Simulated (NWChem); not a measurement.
**doublet C2H2O+ at 4 levels**

We compute a comparison of 4 runs (UHF/STO-3G, UHF/3-21G, UB3LYP/6-31G*) of doublet C2H2O+. 

The results are computed with NWChem 7.3.0.

1 further run of the same task is left out (set aside as unsound or not needed).

### Step 1. Starting point

C2H2O+: 5 atoms, total charge +1, spin state doublet. SMILES of the parent species: `C=C=O`. The shape is that of a PBE0-D4/def2-TZVP optimisation. That shape belongs to the parent species and isn't relaxed for this state.

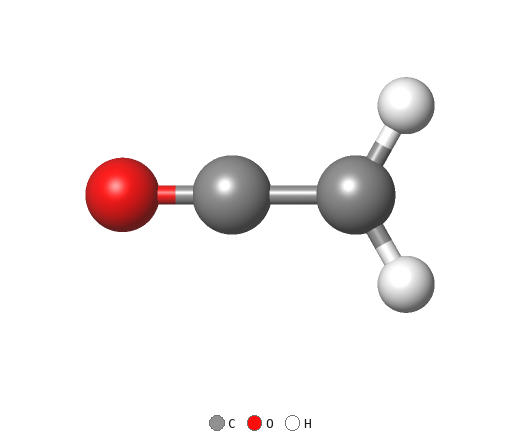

Viewed from a chosen angle; carbon grey, oxygen red, hydrogen white.

### Step 2. The energy at UHF/STO-3G (run 1)

Contents of mymol.xyz:

```xyz
5

C     -0.361800     0.279000    -0.270700
C      0.535300    -0.429800     0.362500
O      1.329000    -1.057000     0.922700
H     -1.204100    -0.217300    -0.729100
H     -0.248500     1.351400    -0.326800
```

Contents of mymol.nw:

```
start mymol
memory 2200 mb
charge 1
geometry units angstrom noautosym nocenter noautoz
  load format xyz mymol.xyz
end
basis "ao basis" spherical bse
  C library STO-3G
  O library STO-3G
  H library STO-3G
end
scf
  doublet
  uhf
  thresh 1e-08
  maxiter 80
  print medium
end
task scf
```

On the command line:

```sh
$ nwchem mymol.nw > mymol.out
```

Log:

```text
[...]
  functions       =    17
[...]
  wavefunction    = UHF
[...]
         Total SCF energy =   -149.496332212449
      One electron energy =   -312.086183231303
      Two electron energy =    103.800352748932
 Nuclear repulsion energy =     58.789498269921
                       Sz =      0.5000
                 Sz(Sz+1) =      0.7500
                      S^2 =      0.9363
[...]
```

Wall time 1.3 s (1 thread of Intel Xeon Platinum 8375C at 2.90GHz (Ice Lake), shared host); peak memory 0.099 GiB.

### Step 3. A single-point energy at UHF/3-21G (run 2)

Contents of work.nw:

```
start work
memory 2200 mb
charge 1

geometry units au noautosym nocenter noautoz
 C   -0.68370291   0.52723359  -0.51154886
 C    1.01157039  -0.81220429   0.68502572
 O    2.51144602  -1.99744051   1.74365030
 H   -2.27541923  -0.41063749  -1.37779932
 H   -0.46959694   2.55377588  -0.61756250
end

basis spherical bse
 * library 3-21G
end

scf
 doublet
 uhf
 thresh 1e-08
 maxiter 80
end

task scf energy
```

On the command line:

```sh
$ nwchem work.nw > work.out
```

Log:

```text
[...]
  functions       =    31
[...]
  wavefunction    = UHF
[...]
         Total SCF energy =   -150.563977012921
      One electron energy =   -313.494871574073
      Two electron energy =    104.141400529012
 Nuclear repulsion energy =     58.789494032140
                       Sz =      0.5000
                 Sz(Sz+1) =      0.7500
                      S^2 =      0.8637
[...]
```

It took 1.5 s on 1 thread of Intel Xeon Platinum 8375C at 2.90GHz (Ice Lake), shared host; peak memory 0.099 GiB.

Run 3 isn't shown in full; the table further down has it.

### Step 4. The energy at UB3LYP/6-31G(d) (spherical functions) (run 4)

Contents of job.nw:

```
start job
title "C2H2O"
memory total 2200 mb
charge 1

geometry noautosym nocenter noautoz
 C       -0.361800       0.279000      -0.270700
 C        0.535300      -0.429800       0.362500
 O        1.329000      -1.057000       0.922700
 H       -1.204100      -0.217300      -0.729100
 H       -0.248500       1.351400      -0.326800
end

basis spherical bse
 * library 6-31G*
end

dft
 xc b3lyp
 mult 2
 grid xfine
 convergence energy 1e-08
 iterations 100
 mulliken
 print medium
end

task dft energy
```

On the command line:

```sh
$ nwchem job.nw > job.out
```

Log:

```text
[...]
          Wavefunction type:  spin polarized.
          No. of atoms     :     5
          No. of electrons :    21
[...]
          Charge           :     1
          Spin multiplicity:     2
[...]
          AO basis - number of functions:    46
[...]
              XC Information
              --------------
                         B3LYP Method XC Potential
                     Hartree-Fock (Exact) Exchange  0.200
                        Slater Exchange Functional  0.800 local
                    Becke 1988 Exchange Functional  0.720 non-local
              Lee-Yang-Parr Correlation Functional  0.810
                  VWN I RPA Correlation Functional  0.190 local
[...]
 d= 0,ls=0.0,diis     1   -152.0564495446 -2.11D+02  2.60D-02  4.08D-01     2.0
[...]
 d= 0,ls=0.0,diis    13   -152.2431946073 -2.17D-09  5.47D-07  2.80D-10    20.8
[...]
         Total DFT energy =     -152.243194607278
      One electron energy =     -315.471408657618
           Coulomb energy =      124.223673477613
    Exchange-Corr. energy =      -19.784957697194
 Nuclear repulsion energy =       58.789498269921
[...]
      Total Density - Mulliken Population Analysis
     ---------------------------------------------
    Atom       Charge   Shell Charges
 -----------   ------   -------------------------------------------------------
    1 C    6     6.25   2.00  0.72  2.06  0.61  0.84  0.03
    2 C    6     5.40   2.00  0.75  1.91  0.30  0.37  0.08
    3 O    8     8.05   2.00  0.97  2.78  0.94  1.32  0.04
    4 H    1     0.65   0.49  0.16
    5 H    1     0.65   0.49  0.16
[...]
      <S2> =      0.7588 (Exact =     0.7500)
[...]
```

Run time: 22 s. Hardware: 1 thread of Intel Xeon Platinum 8375C at 2.90GHz (Ice Lake), shared host; peak memory 0.12 GiB.

### Step 5. Overview of the runs

| run | level | Cartesian functions | iteration cap | energy (Eh) | HOMO energy (eV) | LUMO energy (eV) | ⟨S²⟩ | wall time |
| --- | --- | --- | --- | --- | --- | --- | --- | --- |
| 1 | UHF/STO-3G | no | 80 | -149.496332 | -19.86 | -5.01 | 0.936 | 1.3 s |
| 2 | UHF/3-21G | no | 80 | -150.563977 | -20.27 | -7.30 | 0.864 | 1.5 s |
| 3 | UB3LYP/6-31G* (Cartesian functions) | yes | 100 | -152.245947 | – | – | 0.759 | 24 s |
| 4 | UB3LYP/6-31G* (spherical functions) | no | 100 | -152.243195 | -16.33 | -12.63 | 0.759 | 22 s |

### Step 6. Results

```
                                 quantity          value
                      run 4: total energy  -152.24319 Eh
run 4: HOMO energy (highest over α and β)      -16.33 eV
 run 4: LUMO energy (lowest over α and β)      -12.63 eV
                              run 4: ⟨S²⟩          0.759
```

What this shows: In run 1 the basis is minimal, so the values are rough. Spin contamination of the reference: run 1 ⟨S²⟩ = 0.94, run 2 ⟨S²⟩ = 0.86. All runs together took 48 s, the longest 24 s.
